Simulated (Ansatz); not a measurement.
## A computed series for Sc: response to strain

Base system: Sc in the hcp (Mg type) structure (space group P6_3/mmc, No. 194; a = 3.275 Å, c = 5.105 Å; relaxed with 0.1 eV smearing). Axes: x lies along a and z along c of the hexagonal cell.

Strains are applied to the cell and any free atomic positions relax.

Level of theory: PBEsol (Ansatz, a first-principles code; PAW; 420 eV plane waves; no spin-orbit coupling).

Notes on the quantities. energy relative to the base: free energy F.

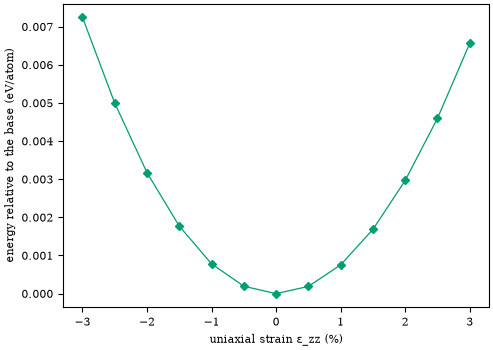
Fig. 1. Energy relative to the base against uniaxial strain ε_zz

```json
[
 {"uniaxial strain ε_zz (%)": "-3", "energy relative to the base": "+7.2 meV/atom"},
 {"uniaxial strain ε_zz (%)": "-2.5", "energy relative to the base": "+5.0 meV/atom"},
 {"uniaxial strain ε_zz (%)": "-2", "energy relative to the base": "+3.2 meV/atom"},
 {"uniaxial strain ε_zz (%)": "-1.5", "energy relative to the base": "+1.8 meV/atom"},
 {"uniaxial strain ε_zz (%)": "-1", "energy relative to the base": "+0.8 meV/atom"},
 {"uniaxial strain ε_zz (%)": "-0.5", "energy relative to the base": "+0.2 meV/atom"},
 {"uniaxial strain ε_zz (%)": "0.5", "energy relative to the base": "+0.2 meV/atom"},
 {"uniaxial strain ε_zz (%)": "1", "energy relative to the base": "+0.8 meV/atom"},
 {"uniaxial strain ε_zz (%)": "1.5", "energy relative to the base": "+1.7 meV/atom"},
 {"uniaxial strain ε_zz (%)": "2", "energy relative to the base": "+3.0 meV/atom"},
 {"uniaxial strain ε_zz (%)": "2.5", "energy relative to the base": "+4.6 meV/atom"},
 {"uniaxial strain ε_zz (%)": "3", "energy relative to the base": "+6.6 meV/atom"}
]
```

Stability against distortions was not tested. The final runs are not spin-polarised.
